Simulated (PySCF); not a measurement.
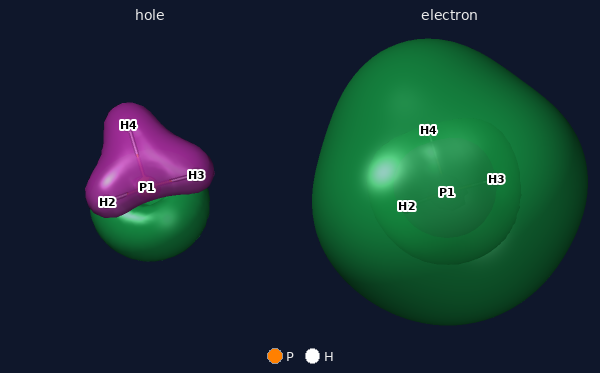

*H₃P, SMILES `P`. Leading natural transition orbital pair of T₃ (full linear response triplet states); the surfaces enclose about 70 % of each orbital's density.*

Method: LC-wPBE/def2-SVPD; geometry: GFN2-xTB; program: PySCF. No frequency check shows the geometry to be a minimum. GFN2-xTB bond lengths at metals and heavier atoms can be off by up to 0.1 Å and shapes distorted, which carries into these values.

Geometry (Å), atoms numbered from 1:

```
P1      -0.0000    0.0000    0.1280
H2      -1.0996    0.3515   -0.6405
H3       0.8545    0.7766   -0.6401
H4       0.2456   -1.1281   -0.6402
```

Give its energy and the atoms that hole and electron lie on.

Answer. 7.42 eV (167 nm), spin-forbidden from the singlet ground state, diffuse (Rydberg-like) orbital; the leading pair carries 97 %; hole on P1 (79 %) and H2, H3 and H4 (7 % each), electron on P1 (52 %) and H2, H3 and H4 (16 % each) (atom shares of so diffuse an orbital are rough); their centroids lie 0.4 Å apart. In canonical orbitals it is mainly HOMO → LUMO (95 %). The HOMO–LUMO gap is 13.37 eV.
